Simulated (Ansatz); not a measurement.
CH$_{2}$F$_{2}$Si

The calculation's input:

```
crystal:
  periodic: [false, false, false]
  atoms:
    - {symbol: C, position_ang: [-1.517735, 0.042004, 0.770779]}
    - {symbol: F, position_ang: [-2.958946, -1.747048, 2.585765]}
    - {symbol: F, position_ang: [-1.802799, -2.866201, 0.585770]}
    - {symbol: Si, position_ang: [-2.069610, -1.460167, 1.292070]}
    - {symbol: H, position_ang: [-0.914842, 0.134765, -0.124929]}
    - {symbol: H, position_ang: [-1.755076, 0.944860, 1.321137]}
basis:
  gaussian:
    orbitals: def2-TZVPD
output: {forces: true, orbitals: {seedname: orbitals}}
hamiltonian:
  xc: pbe0
```

Run with:

```sh
ansatz run input.yaml --threads 1 --pin off --max-ram 2610MiB --events-out events.jsonl --progress --plain --runs-dir runs
```

Geometry: B3LYP/6-31G*.

Theory: Ansatz 0.2.0, isolated molecule in a Gaussian basis; Kohn-Sham density functional theory, functional PBE0.

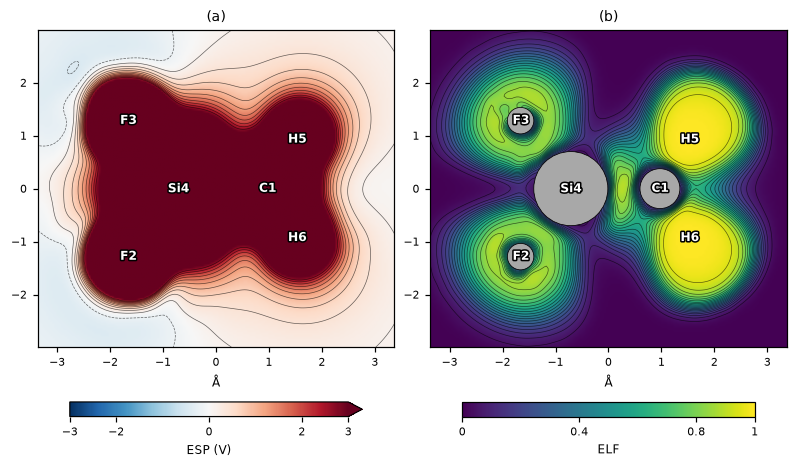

Figure 1. (a) electrostatic potential; (b) ELF on the molecular plane. Grey discs cover the atomic cores in the ELF map.

### Describe what can be read from this map.

- The plane passes through C, F, Si and H nuclei.
- Si–F (1.60 Å): the ELF peaks at about 0.85 in the valence shell of F, 0.6 Å from its nucleus, and is about 0.50 at the midpoint.
- C–Si (1.68 Å): the ELF peaks at about 0.90 between the atoms: localised, covalent bonding.
- C–H (1.08 Å): the ELF climbs to about 1 towards the hydrogen, as it does in any bond to H; an ordinary covalent bond to hydrogen.
- The ELF also peaks beside F2 and F3, away from the bonds: lone-pair regions.
- Outside the dense part of the molecule the potential is most negative (−0.4 V) near F2 and F3.

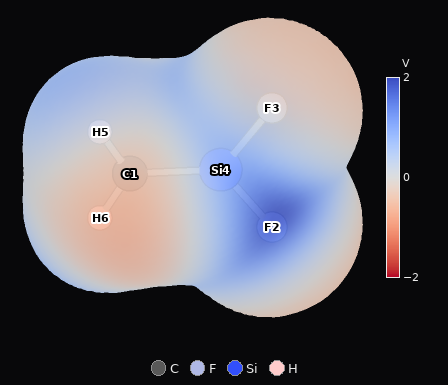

Figure 2. The molecular electrostatic potential painted on the density surface at 0.001 e/bohr³, seen at a tilt; red is negative and blue positive.

### Describe the electrostatic potential map.

The most negative region (about −0.6 V, or −14 kcal/mol for a unit charge) lies over the π face of C1, the most positive (about +1.8 V, or +42 kcal/mol for a unit charge) over Si4.

### How polar is the molecule by this calculation?

Its dipole moment is 0.21 D.

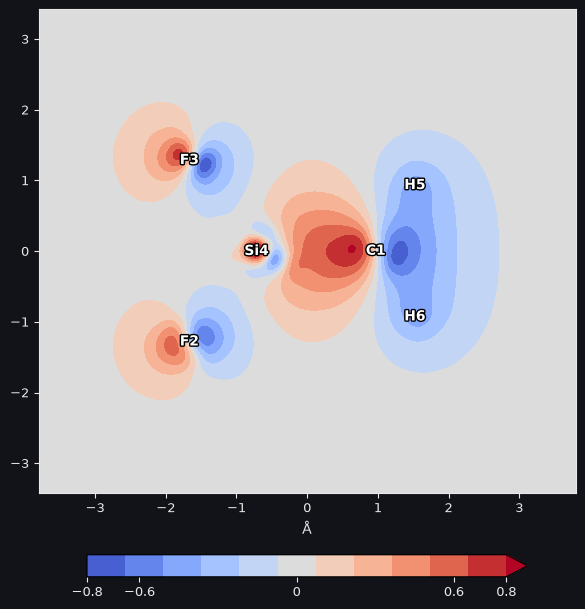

Figure 3. The HOMO−1 on the molecular plane (values in Å⁻³ᐟ²; the overall sign is arbitrary).

### Where does this orbital lie, and at what energy?

Its weight (Hirshfeld) is mainly on C1 (about 45 %), Si4 (about 25 %), H6 (about 10 %), H5 (about 10 %), F3 (about 10 %) and F2 (about 10 %); it is symmetric in the molecular plane (an in-plane orbital: σ, lone-pair or in-plane π type). Its energy is −11.38 eV.
